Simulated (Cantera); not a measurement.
Charge: 1 mol CF₄, 2.6 mol H₂, 1.2 mol CH₄, held at 0.100 bar.

These are equilibrium values from Cantera (NASA tables, ideal gas, pure condensed phases), not measurements of a reactor. Candidate condensed phases: C, C₆H₆, C₇H₈, C₈H₁₈; 95 gas species. Kinetics and transport are ignored.

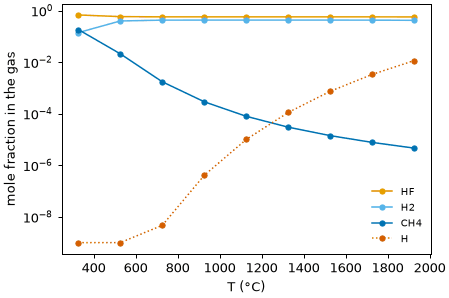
Figure. Equilibrium gas composition (values under 1e-9 drawn at 1e-9)

**Question.** Read off the mole fractions at 727 °C.

**Answer.** HF about 0.57, H₂ about 0.43, CH₄ about 0.0017.
